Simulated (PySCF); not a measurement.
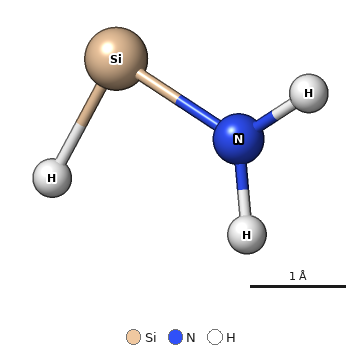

*The structure as given in the input (ball-and-stick view, seen at an oblique angle).*

Bond lengths as drawn: H–N 1.00 to 1.01 Å, H–Si 1.50 Å and N–Si 1.75 Å.

**Run report: SiNH$_{3}$, geometry relaxation**

SiNH$_{3}$, SMILES N[SiH], computed with PBE0-D3(BJ)/def2-SVP geometry optimisation, gas phase (PySCF 2.14.0).

Output:
```
step   0  E = -345.70346989  max force = 0.025868
step   1  E = -345.70452666  max force = 0.003973
step   2  E = -345.70456335  max force = 0.000423
step   3  E = -345.70456623  max force = 0.000143
optimisation converged
```

Trajectory as extended XYZ (Å, eV, eV/Å), 4 frames, from step=0 to step=3:
```
5
Properties=species:S:1:pos:R:3:forces:R:3 step=0 energy=-9407.07057
Si    1.0293   -0.6709    0.3864   -0.9440  -0.3811   0.1042
N    -0.5689   -0.0903   -0.0063    1.3302  -0.1149   0.1429
H     1.7175    0.5542   -0.1319    0.2733   0.5477  -0.2284
H    -0.7580    0.8010   -0.4403   -0.1865   0.2005  -0.1066
H    -1.3950   -0.6307    0.1714   -0.4729  -0.2521   0.0879
5
Properties=species:S:1:pos:R:3:forces:R:3 step=1 energy=-9407.09932
Si    1.0148   -0.6784    0.3944    0.1454   0.0795  -0.0240
N    -0.5486   -0.1078   -0.0157   -0.2043   0.0450  -0.0219
H     1.7241    0.5909   -0.1341   -0.0200  -0.1039   0.0431
H    -0.7736    0.7838   -0.4490    0.0094  -0.0520   0.0218
H    -1.3862   -0.6537    0.1713    0.0695   0.0314  -0.0190
5
Properties=species:S:1:pos:R:3:forces:R:3 step=2 energy=-9407.10032
Si    1.0167   -0.6726    0.3936    0.0031  -0.0032  -0.0025
N    -0.5526   -0.1047   -0.0152   -0.0014   0.0165  -0.0015
H     1.7354    0.5845   -0.1322   -0.0217  -0.0088   0.0048
H    -0.7840    0.7836   -0.4489    0.0066   0.0056  -0.0066
H    -1.3851   -0.6561    0.1696    0.0135  -0.0101   0.0057
5
Properties=species:S:1:pos:R:3:forces:R:3 step=3 energy=-9407.10040
Si    1.0169   -0.6740    0.3931   -0.0060   0.0004  -0.0011
N    -0.5517   -0.1039   -0.0149   -0.0006   0.0033   0.0014
H     1.7310    0.5844   -0.1315    0.0039   0.0022  -0.0008
H    -0.7824    0.7841   -0.4500    0.0047   0.0015  -0.0012
H    -1.3834   -0.6559    0.1701   -0.0020  -0.0074   0.0017
```

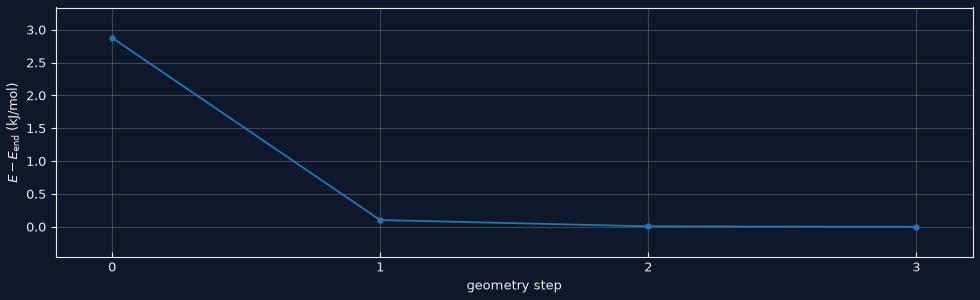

*Progress of the relaxation, step by step (steps are counted from 0).*

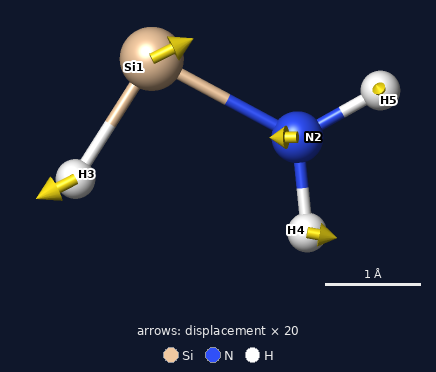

*The starting structure with the displacements as yellow arrows, magnified 20 times (ball-and-stick view, seen on its broad side). The two geometries are laid on each other by the best rigid fit.*

The energy falls by 2.88 kJ/mol in 3 geometry steps. Largest force component: 1.3 eV/Å at the start, 0.0074 eV/Å at the end. Si1 moves most after the best rigid fit: 0.025 Å. By element the largest moves are Si 0.025 Å, H 0.024 Å, N 0.015 Å. Among the contacts that change: Si1–H3 1.498 → 1.539 Å, Si1–N2 1.745 → 1.718 Å, N2–H5 1.003 → 1.015 Å, N2–H4 1.009 → 1.015 Å. Among the angles that change: Si1–N2–H4 124.2° → 126.8°. (Atoms are counted from 1 in the order of the input.)

This output came from the following input.

Input file:
```
{"job": {"xc": "PBE0", "basis": "def2-SVP", "d3": "d3bj", "grid": 2, "kind": "geom", "shake": 0.01}, "charge": 0, "multiplicity": 1}
Si     1.029299    -0.670904     0.386428
N     -0.568917    -0.090324    -0.006286
H      1.717534     0.554165    -0.131926
H     -0.758012     0.800951    -0.440321
H     -1.394956    -0.630713     0.171401
```

The first line tells a small driver script what to run in PySCF; the rest is the geometry in Å.

Run as:
```bash
OMP_NUM_THREADS=1 python <driver script> task.json out
```

Results in brief:

```tsv
quantity	value
outcome	converged
total energy	−345.704566 hartree
dipole moment	2.33 D
point group	Cs
hardware	1 CPU thread, shared host
wall time	3.3 s
peak memory	0.28 GiB
```
